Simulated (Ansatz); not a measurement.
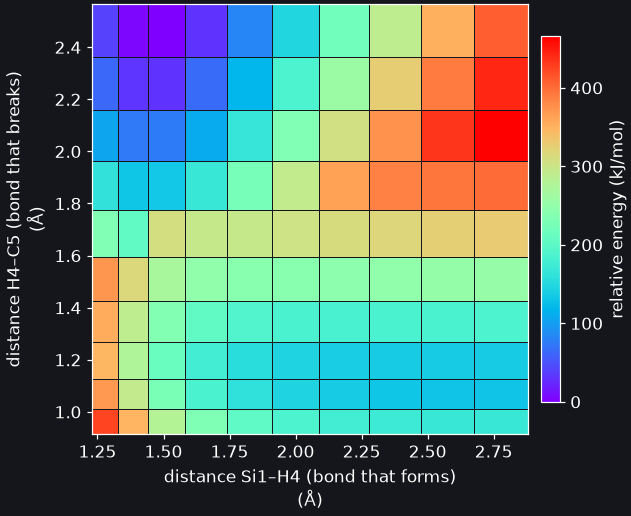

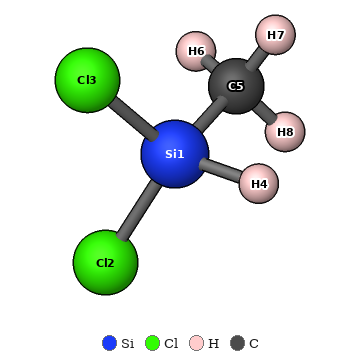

Energy landscape of the reacting system CH₄Cl₂Si (fragments Cl₂Si + CH₄ where the first distance is long, CH₄Cl₂Si where the second is long). 
- Coordinates scanned: (1) distance Si1–H4 (bond that forms); (2) distance H4–C5 (bond that breaks).
- Relaxed at each point: all other coordinates.
- Grid: 10 × 10 points.
- Points are written as (first, second).
- Energies: kJ/mol, counted from the lowest grid point.
- Energies and slopes of some neighbouring points disagree (a jump in structure or state, or too coarse a mesh). The reference is spin-restricted, so regions where a bond is pulled apart into radicals lie too high.
- Theory: RKS PBE0-D4/def2-SVP in Ansatz 0.2.0.

The picture shows one coloured cell a grid point. The second picture is the structure at the lowest point.

> Where are the lowest and the highest points?

The lowest grid point is at (1.507 Å, 2.463 Å). It lies at the edge of the scanned range, so the true minimum may lie outside. The highest grid point, (2.778 Å, 2.059 Å), lies 466 kJ/mol above the lowest.

The input of one point:

```yaml
crystal:
  periodic: [false, false, false]
  atoms:
    - { symbol: Si, position_ang: [-0.48506, -0.647945, -0.25173] }
    - { symbol: Cl, position_ang: [0.540106, -2.352009, -0.757336] }
    - { symbol: Cl, position_ang: [-1.787057, -0.213577, -1.777028] }
    - { symbol: H, position_ang: [-1.142012, -0.716889, 1.102785] }
    - { symbol: C, position_ang: [0.614107, 0.804346, 0.285315] }
    - { symbol: H, position_ang: [1.33457, 1.253883, -0.416213] }
    - { symbol: H, position_ang: [-0.15889, 1.507193, 0.634752] }
    - { symbol: H, position_ang: [1.084236, 0.364897, 1.179456] }
basis:
  gaussian: { orbitals: def2-SVP }
hamiltonian:
  xc: pbe0
  dispersion: d4
output:
  forces: true
relax:
  f_tol: 0.02
  max_steps: 50
  escape_saddle: false
  constraints: [{ distance: [0, 3] }, { distance: [3, 4] }]
scf:
  lower_state_search: "off"
```

Each point was launched as `ansatz run input.yaml --threads 1 --pin off --max-ram 2560MiB --backend cpu --events-out ev --progress --plain --runs-dir out`. The whole map (100 points run) took 25 min on 1 thread of Arm Neoverse V1, with other jobs on the host.
